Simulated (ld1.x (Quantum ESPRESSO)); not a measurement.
# A TM potential for Zr, from input to tests

Aim: build the potential from the settings below, then test how well it stands in for the atom: other configurations, scattering, ghost states and the plane-wave cutoff that it needs.

Method: ld1.x (Quantum ESPRESSO) 7.5, PBEsol, scalar-relativistic.

**1. Settings**

The settings as typed:

```
element                 : zirconium (Zr, Z = 40)
type                    : norm-conserving Troullier–Martins (Kleinman–Bylander form)
frozen core             : [Kr]
valence charge          : 4
reference configuration : 4d2 5s1 5p0 (charge +1)
partial waves           : 5s (bound): rc 2.85 bohr; 4d (bound): rc 1.85 bohr; 5p (bound, empty): rc 2.80 bohr
local potential         : the p channel
core correction         : not asked for
```

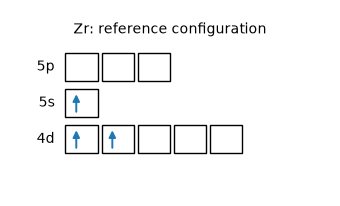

The outer shells as boxes. The arrows follow Hund's rule for the drawing; the calculation itself is spin-unpolarised.

The nodes and maxima of the atom's own shells, from an earlier all-electron run, set the scale for the radii.

All-electron outer shells of the reference configuration (PBEsol, scalar-relativistic, ld1.x):

```csv
shell,level (eV),outermost node (bohr),outermost maximum (bohr)
4s,-61.15,0.55,1.08
4p,-39.12,0.56,1.17
4d,-10.00,0.58,1.59
5s,-9.98,1.46,3.00
5p,-6.25,1.68,3.71
```

**2. Generating the potential**

Contents of Zr.in:

```
 &input
   title='Zr', zed=40., rel=1, dft='PBESOL', iswitch=3,
   config='[Kr] 4d2 5s1 5p0',
   nld=3, rlderiv=3.10, eminld=-3.0, emaxld=5.0, deld=0.02
 /
 &inputp
   pseudotype=2, tm=.true., lloc=1,
   nlcc=.false.,
   file_pseudopw='Zr.UPF', file_wfcaegen='ae.wfc', file_wfcncgen='nc.wfc', file_beta='beta', file_chi='chi'
 /
3
5S  1  0   1.00   0.00  2.85  2.85  0.0
4D  3  2   2.00   0.00  1.85  1.85  0.0
5P  2  1   0.00   0.00  2.80  2.80  0.0
 &test
   configts(1)='4d2 5s1 5p0'
 /
```

Run with:

```
$ ld1.x < Zr.in > Zr.out
```

What the program wrote to Zr.out (without the banner and most projector matrices):

```text
     Program LD1 v.7.5
     --------------------------- All-electron run ----------------------------

     Zr
     scalar relativistic calculation

     atomic number is 40.00
     dft =PBESOL   lsd =0 sic =0 latt =0  beta=0.20 tr2=1.0E-14
     Exchange-correlation= PBESOL
                           (   1   4  10   8   0   0   0)
     mesh =1225 r(mesh) = 100.59681 a.u. xmin = -7.00 dx = 0.01250
     1 Ry =  13.60569312 eV, c = 137.03599908

     n l     nl                  e(Ry)          e(Ha)          e(eV)
     1 0     1S 1( 2.00)     -1309.7562      -654.8781    -17820.1415
     2 0     2S 1( 2.00)      -181.9128       -90.9564     -2475.0500
     2 1     2P 1( 6.00)      -162.3102       -81.1551     -2208.3431
     3 0     3S 1( 2.00)       -30.2036       -15.1018      -410.9414
     3 1     3P 1( 6.00)       -23.8192       -11.9096      -324.0762
     4 0     4S 1( 2.00)        -4.4943        -2.2471       -61.1475
     4 1     4P 1( 6.00)        -2.8756        -1.4378       -39.1243
     3 2     3D 1(10.00)       -13.3321        -6.6660      -181.3919
     4 2     4D 1( 2.00)        -0.7353        -0.3677       -10.0044
     5 0     5S 1( 1.00)        -0.7332        -0.3666        -9.9758
     5 1     5P 1( 0.00)        -0.4590        -0.2295        -6.2456

     final scf error:  9.4E-15 reached in  23 iterations

     Etot =   -7192.441299 Ry,   -3596.220650 Ha,  -97858.149121 eV

     Ekin =    7394.841281 Ry,    3697.420640 Ha,  100611.941161 eV
     Encl =  -17304.071799 Ry,   -8652.035900 Ha, -235433.890678 eV
     Eh   =    2940.107866 Ry,    1470.053933 Ha,   40002.205380 eV
     Exc  =    -223.318647 Ry,    -111.659324 Ha,   -3038.404984 eV

     normalization and overlap integrals

     s(1S/1S) =  1.000000  <r> =   0.0371  <r2> =    0.0019  r(max) =   0.0241
     s(2S/2S) =  1.000000  <r> =   0.1627  <r2> =    0.0312  r(max) =   0.1368
     s(2P/2P) =  1.000000  <r> =   0.1418  <r2> =    0.0246  r(max) =   0.1093
     s(3S/3S) =  1.000000  <r> =   0.4588  <r2> =    0.2414  r(max) =   0.4060
     s(3P/3P) =  1.000000  <r> =   0.4624  <r2> =    0.2492  r(max) =   0.4010
     s(4S/4S) =  1.000000  <r> =   1.2129  <r2> =    1.6690  r(max) =   1.0764
     s(4P/4P) =  1.000000  <r> =   1.3679  <r2> =    2.1479  r(max) =   1.1748
     s(3D/3D) =  1.000000  <r> =   0.4527  <r2> =    0.2479  r(max) =   0.3451
     s(4D/4D) =  1.000000  <r> =   2.1366  <r2> =    5.5443  r(max) =   1.5859
     s(5S/5S) =  1.000000  <r> =   3.4103  <r2> =   13.1224  r(max) =   3.0000
     s(5P/5P) =  1.000000  <r> =   4.2570  <r2> =   20.5266  r(max) =   3.7103

     ------------------------ End of All-electron run ------------------------

     --------------------- Generating NC pseudopotential ---------------------

      Generating local pot.: lloc=1, matching radius rcloc =   2.8000

      Wfc   5S  rcut= 2.818  Using Troullier-Martins method

      Wfc   4D  rcut= 1.842  Using Troullier-Martins method

     ------------------- End of pseudopotential generation -------------------

     [... the all-electron block is printed once more ...]


     Computing logarithmic derivative in   3.09532
     Message from routine run_pseudo:
     Warning: convergence not achieved
     Computing logarithmic derivative in   3.09532
     Computing the partial wave expansion
     R is outside the sphere for l=    0 j= 0.00
       no projector for channel:   1
     R is outside the sphere for l=    2 j= 0.00

     ---------------------- Testing the pseudopotential ----------------------

     Zr
     scalar relativistic calculation

     atomic number is 40.00   valence charge is  4.00
     dft =PBESOL   lsd =0 sic =0 latt =0  beta=0.20 tr2=1.0E-14
     mesh =1225 r(mesh) = 100.59681 xmin = -7.00 dx = 0.01250

     n l     nl             e AE (Ry)        e PS (Ry)    De AE-PS (Ry)
     3 2     4D   1( 2.00)       -0.73531       -0.73531       -0.00000
     1 0     5S   1( 1.00)       -0.73321       -0.73321        0.00000
     2 1     5P   1( 0.00)       -0.45904       -0.45904       -0.00000

     eps = 8.3E-12  iter =201

     Etot =   -7192.441299 Ry,   -3596.220650 Ha,  -97858.149121 eV
     Etotps =    -5.005907 Ry,      -2.502954 Ha,     -68.108839 eV

     Ekin =       6.056950 Ry,       3.028475 Ha,      82.409004 eV
     Encl =      -7.813828 Ry,      -3.906914 Ha,    -106.312553 eV
     Ehrt =       3.183756 Ry,       1.591878 Ha,      43.317206 eV
     Ecxc =      -1.278349 Ry,      -0.639175 Ha,     -17.392830 eV
     Epseu=      -5.154435 Ry,      -2.577218 Ha,     -70.129666 eV

     ---------------------- End of pseudopotential test ----------------------
```

Run time: 3 s. Hardware: 1 thread of Neoverse-V1, shared host. (Generation and the later configuration tests together.)

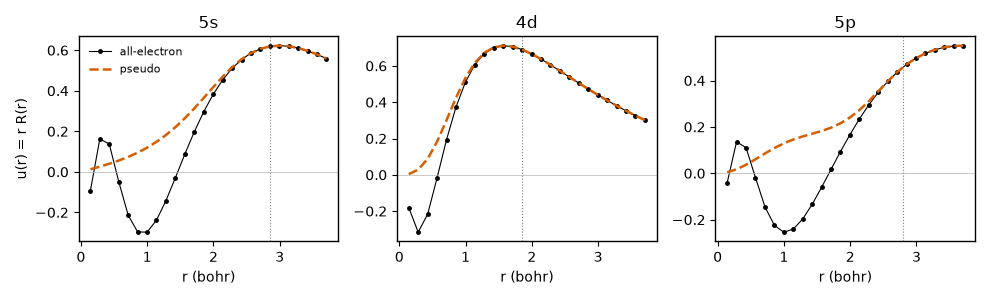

All-electron and pseudo partial waves (5s, 4d, 5p), with the matching radii dotted. The curves join 26 sampled radii, too few to resolve the innermost nodes.

**3. Transferability test**

Contents of Zr.test.in:

```
 &input
   title='Zr', zed=40., rel=1, dft='PBESOL', iswitch=2,
   config='[Kr] 4d2 5s1 5p0'
 /
 &test
   file_pseudo='Zr.UPF', nconf=8,
   configts(1)='4d2 5s1 5p0',
   configts(2)='4d2 5s2 5p0',
   configts(3)='4d2 5s0 5p0',
   configts(4)='4d1 5s0 5p0',
   configts(5)='4d2.5 5s1.5 5p0',
   configts(6)='4d3 5s1 5p0',
   configts(7)='4d3 5s0 5p0',
   configts(8)='4d2 5s0 5p1'
 /
```

Run with:

```
$ ld1.x < Zr.test.in > Zr.test.out
```

Zr.test.out, the pseudopotential blocks, each with the warnings that came before it:

```text
     Warning: convergence not achieved
     ---------------------- Testing the pseudopotential ----------------------

     Zr
     scalar relativistic calculation

     atomic number is 40.00   valence charge is  4.00
     dft =PBESOL   lsd =0 sic =0 latt =0  beta=0.20 tr2=1.0E-14
     mesh =1225 r(mesh) = 100.59681 xmin = -7.00 dx = 0.01250

     n l     nl             e AE (Ry)        e PS (Ry)    De AE-PS (Ry)
     3 2     4D   1( 2.00)       -0.73531       -0.73531       -0.00000
     1 0     5S   1( 1.00)       -0.73321       -0.73321        0.00000
     2 1     5P   1( 0.00)       -0.45904       -0.45904       -0.00000

     eps = 1.0E-11  iter =201

     Etot =   -7192.441299 Ry,   -3596.220650 Ha,  -97858.149121 eV
     Etotps =    -5.005907 Ry,      -2.502954 Ha,     -68.108839 eV

     Ekin =       6.056950 Ry,       3.028475 Ha,      82.409004 eV
     Encl =      -7.813828 Ry,      -3.906914 Ha,    -106.312553 eV
     Ehrt =       3.183756 Ry,       1.591878 Ha,      43.317206 eV
     Ecxc =      -1.278349 Ry,      -0.639175 Ha,     -17.392830 eV
     Epseu=      -5.154435 Ry,      -2.577218 Ha,     -70.129666 eV

     ---------------------- End of pseudopotential test ----------------------

     Warning: convergence not achieved
     ---------------------- Testing the pseudopotential ----------------------

     Zr
     [...]
     n l     nl             e AE (Ry)        e PS (Ry)    De AE-PS (Ry)
     3 2     4D   1( 2.00)       -0.26544       -0.26324       -0.00221
     1 0     5S   1( 2.00)       -0.32814       -0.32680       -0.00134
     2 1     5P   1( 0.00)       -0.10682       -0.10647       -0.00035

     eps = 1.5E-11  iter =201

     Etot =   -7192.968336 Ry,   -3596.484168 Ha,  -97865.319830 eV
     Etotps =    -5.532278 Ry,      -2.766139 Ha,     -75.270482 eV
     dEtot_ae =      -0.527037 Ry
     dEtot_ps =      -0.526371 Ry,   Delta E=      -0.000666 Ry

     [...]
     ---------------------- End of pseudopotential test ----------------------

     ---------------------- Testing the pseudopotential ----------------------

     Zr
     [...]
     n l     nl             e AE (Ry)        e PS (Ry)    De AE-PS (Ry)
     3 2     4D   1( 2.00)       -1.26900       -1.26751       -0.00148
     1 0     5S   1( 0.00)       -1.16888       -1.15653       -0.01235  !
     2 1     5P   1( 0.00)       -0.84486       -0.83624       -0.00862  !

     eps = 6.4E-15  iter = 10

     Etot =   -7191.492496 Ry,   -3595.746248 Ha,  -97845.240004 eV
     Etotps =    -4.059832 Ry,      -2.029916 Ha,     -55.236826 eV
     dEtot_ae =       0.948803 Ry
     dEtot_ps =       0.946076 Ry,   Delta E=       0.002727 Ry

     [...]
     ---------------------- End of pseudopotential test ----------------------

     ---------------------- Testing the pseudopotential ----------------------

     Zr
     [...]
     n l     nl             e AE (Ry)        e PS (Ry)    De AE-PS (Ry)
     3 2     4D   1( 1.00)       -2.06937       -2.04493       -0.02444  !
     1 0     5S   1( 0.00)       -1.77036       -1.73030       -0.04006  !
     2 1     5P   1( 0.00)       -1.37819       -1.37118       -0.00701  !

     eps = 4.9E-15  iter =  7

     Etot =   -7189.832526 Ry,   -3594.916263 Ha,  -97822.654958 eV
     Etotps =    -2.407523 Ry,      -1.203761 Ha,     -32.756015 eV
     dEtot_ae =       2.608773 Ry
     dEtot_ps =       2.598385 Ry,   Delta E=       0.010388 Ry

     [...]
     ---------------------- End of pseudopotential test ----------------------

     Warning: convergence not achieved
     ---------------------- Testing the pseudopotential ----------------------

     Zr
     [...]
     n l     nl             e AE (Ry)        e PS (Ry)    De AE-PS (Ry)
     3 2     4D   1( 2.50)       -0.21489       -0.21080       -0.00409
     1 0     5S   1( 1.50)       -0.30472       -0.30342       -0.00130
     2 1     5P   1( 0.00)       -0.09483       -0.09539        0.00056

     eps = 7.2E-12  iter =201

     Etot =   -7192.930071 Ry,   -3596.465036 Ha,  -97864.799201 eV
     Etotps =    -5.493040 Ry,      -2.746520 Ha,     -74.736620 eV
     dEtot_ae =      -0.488772 Ry
     dEtot_ps =      -0.487133 Ry,   Delta E=      -0.001639 Ry

     [...]
     ---------------------- End of pseudopotential test ----------------------

     Warning: convergence not achieved
     ---------------------- Testing the pseudopotential ----------------------

     Zr
     [...]
     n l     nl             e AE (Ry)        e PS (Ry)    De AE-PS (Ry)
     3 2     4D   1( 3.00)       -0.17243       -0.16696       -0.00547  !
     1 0     5S   1( 1.00)       -0.28441       -0.28367       -0.00074
     2 1     5P   1( 0.00)       -0.08488       -0.08663        0.00175

     eps = 2.8E-12  iter =201

     Etot =   -7192.879481 Ry,   -3596.439741 Ha,  -97864.110891 eV
     Etotps =    -5.440487 Ry,      -2.720243 Ha,     -74.021590 eV
     dEtot_ae =      -0.438182 Ry
     dEtot_ps =      -0.434579 Ry,   Delta E=      -0.003603 Ry

     [...]
     ---------------------- End of pseudopotential test ----------------------

     ---------------------- Testing the pseudopotential ----------------------

     Zr
     [...]
     n l     nl             e AE (Ry)        e PS (Ry)    De AE-PS (Ry)
     3 2     4D   1( 3.00)       -0.59860       -0.59035       -0.00825  !
     1 0     5S   1( 0.00)       -0.65379       -0.64961       -0.00418
     2 1     5P   1( 0.00)       -0.40065       -0.39923       -0.00142

     eps = 2.0E-15  iter = 10

     Etot =   -7192.413667 Ry,   -3596.206834 Ha,  -97857.773173 eV
     Etotps =    -4.976267 Ry,      -2.488133 Ha,     -67.705555 eV
     dEtot_ae =       0.027632 Ry
     dEtot_ps =       0.029641 Ry,   Delta E=      -0.002009 Ry

     [...]
     ---------------------- End of pseudopotential test ----------------------

     ---------------------- Testing the pseudopotential ----------------------

     Zr
     [...]
     n l     nl             e AE (Ry)        e PS (Ry)    De AE-PS (Ry)
     3 2     4D   1( 2.00)       -0.80593       -0.80626        0.00034
     1 0     5S   1( 0.00)       -0.78060       -0.77897       -0.00163
     2 1     5P   1( 1.00)       -0.50431       -0.50417       -0.00015

     eps = 6.3E-15  iter = 15

     Etot =   -7192.166014 Ry,   -3596.083007 Ha,  -97854.403676 eV
     Etotps =    -4.731208 Ry,      -2.365604 Ha,     -64.371371 eV
     dEtot_ae =       0.275285 Ry
     dEtot_ps =       0.274699 Ry,   Delta E=       0.000586 Ry

     [...]
     ---------------------- End of pseudopotential test ----------------------
```

Excitation and ionisation energies from 4d2 5s1 5p0, with the error of the potential. A star marks tests that logged a warning.

| valence configuration | charge | ΔE all-electron (eV) | error AE − PS (meV) |
| --- | --- | --- | --- |
| 4d2 5s2 5p0 * | 0 | -7.171 | -9.1 |
| 4d2 5s0 5p0 | +2 | 12.909 | +37 |
| 4d1 5s0 5p0 | +3 | 35.494 | +141 |
| 4d2.5 5s1.5 5p0 * | 0 | -6.650 | -22 |
| 4d3 5s1 5p0 * | 0 | -5.962 | -49 |
| 4d3 5s0 5p0 | +1 | 0.376 | -27 |
| 4d2 5s0 5p1 | +1 | 3.745 | +8.0 |

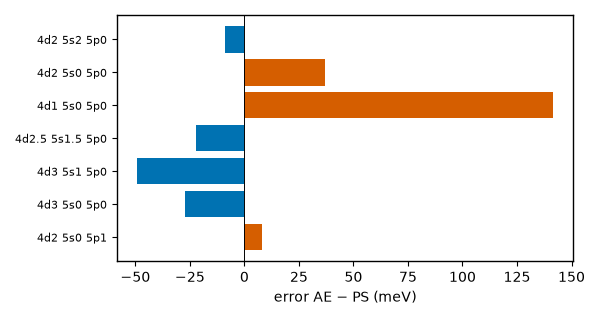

Error of the potential in each test configuration.

**4. Does it scatter like the atom?**

Taken from the files of the generation run. The phase is arctan(r·u′/u) with u = r·R, unwrapped, with energies in Ry. A pole is an energy at which the radial function vanishes at the test radius. The pseudo phase is shifted by a multiple of π to meet the all-electron one at the reference energy. Levels narrower than the energy grid can be missing from the poles. The last column is the largest difference on the grid between −1 and +1 Ry.

| channel | radius (bohr) | reference (Ry) | poles AE | poles PS | window around the reference with phases within 0.05 rad (Ry) | largest difference near zero (rad) |
| --- | --- | --- | --- | --- | --- | --- |
| s | 3.10 | -0.73 | 1.01 | 1.12 | below 2.7 | 0.012 |
| p | 3.10 | -0.46 | -2.83, 1.98 | 0.85, 4.18 | -2.4 to -0.2 | 0.209 |
| d | 3.10 | -0.74 | -0.39, 3.81 | -0.36 | below 0.1 | 0.221 |

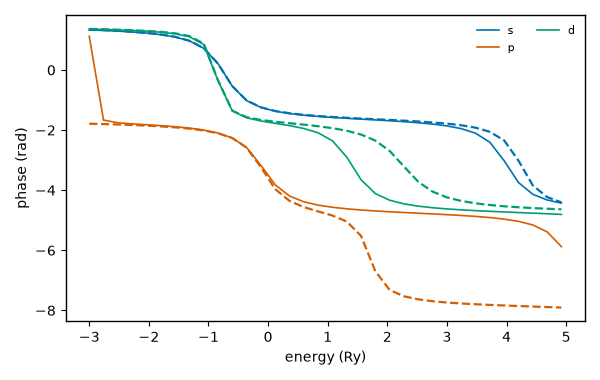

All-electron (solid) and pseudo (dashed) phases against energy.

**5. Plane-wave convergence, by spherical Bessel functions**

This step uses the generator's waves and projectors in a separate script. Basis: spherical Bessel functions vanishing at 20 bohr, q² up to the cutoff; potential fixed at the reference.

All-electron valence levels (Ry): 5s -0.7332, 4d -0.7353, 5p -0.4590. The lowest levels of each channel (Ry) by cutoff; the last column sums, over occupied levels, occupation times the distance from the level at 400 Ry. A positive value at high cutoff is not a bound level.

| cutoff (Ry) | s #1 | s #2 | d #1 | p #1 | f #1 | Σ f·Δε (mRy) |
| --- | --- | --- | --- | --- | --- | --- |
| 8 | -3.5829 | -0.7314 | -0.3845 | -0.4489 | -0.0684 | 703.5 |
| 10 | -3.6455 | -0.7325 | -0.4722 | -0.4536 | -0.0684 | 527.0 |
| 12 | -3.6490 | -0.7330 | -0.5594 | -0.4572 | -0.0684 | 352.1 |
| 18 | -3.6574 | -0.7331 | -0.6889 | -0.4588 | -0.0684 | 92.9 |
| 21 | -3.6576 | -0.7332 | -0.7110 | -0.4589 | -0.0684 | 48.7 |
| 25 | -3.6584 | -0.7332 | -0.7234 | -0.4590 | -0.0684 | 23.8 |
| 30 | -3.6602 | -0.7332 | -0.7319 | -0.4590 | -0.0684 | 6.9 |
| 40 | -3.6614 | -0.7332 | -0.7352 | -0.4590 | -0.0684 | 0.3 |
| 45 | -3.6622 | -0.7332 | -0.7353 | -0.4590 | -0.0684 | 0.1 |
| 50 | -3.6625 | -0.7332 | -0.7353 | -0.4590 | -0.0684 | 0.1 |
| 400 | -3.6628 | -0.7332 | -0.7353 | -0.4590 | -0.0684 | 0.0 |

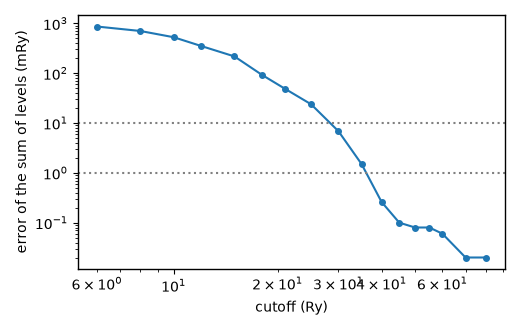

Occupation-weighted error of the valence levels against the cutoff; the dotted lines mark 10 and 1 mRy.

The sum stays within 10 mRy from 30 Ry and within 1 mRy from 40 Ry. The sum leaves out empty levels, which can need more. Ghost test: ghost state, bound below the all-electron valence or empty levels of the same l: s at -49.8 eV.

**6. What came out**

```
                                                quantity                      value
               cutoffs for 10 and 1 mRy, occupied levels            30 Ry and 40 Ry
                                            bound ghosts             s at -49.84 eV
                            largest test error (AE − PS)  +141 meV, for 4d1 5s0 5p0
largest phase difference near zero energy, channels read                  0.221 rad
```

**Reading.** It has a bound ghost (s), a state that the atom doesn't have, and that rules the file out. The worst unpolarised test, 4d1 5s0 5p0, is off by 141 meV on 35.5 eV; by total energies transferability rates as poor. It counts as soft on the atom at that tolerance, with 30 Ry needed at the looser tolerance. The slowest occupied level is 4d: taken alone it needs 35 Ry to come within 1 mRy, against 10 Ry for 5s. Of the channels read, d scatters worst near zero energy, by up to 0.22 rad. These are tests on the free atom; a crystal test is still owed.
